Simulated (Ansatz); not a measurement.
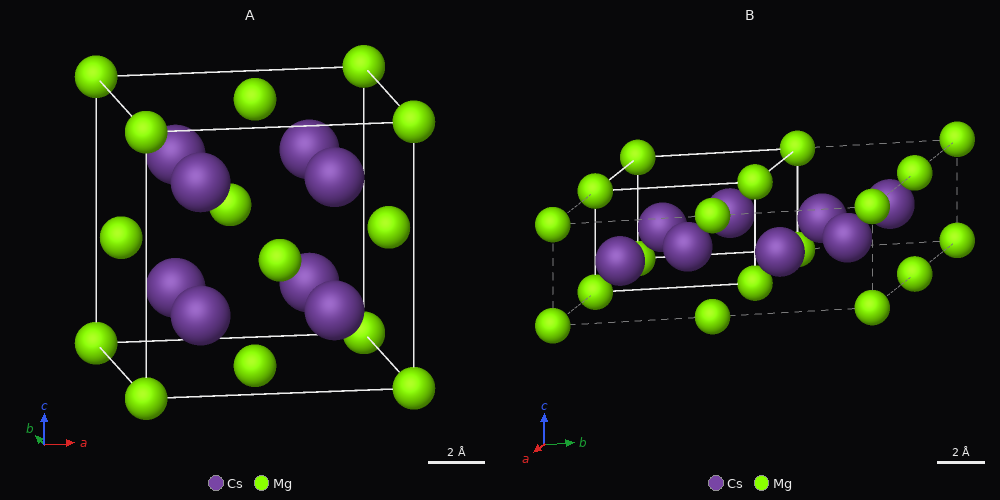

Two structures of Cs2Mg, each relaxed to rest (conventional cells in solid outline, small ones repeated, not to one scale). Method: DFT PBE, scalar-relativistic, plane waves, PAW in Ansatz, without spin polarisation.

**Characterise the two forms.**

A: antifluorite, Fm-3m. B: AlB₂ type, P6/mmm.

**A or B: which is lower in energy?**

A is lower, by 68 meV/atom at this level of theory (energies at zero smearing). Volumes: A 79.5, B 67.1 Å³/atom.

One or both may be structure types tried for this composition rather than known phases.
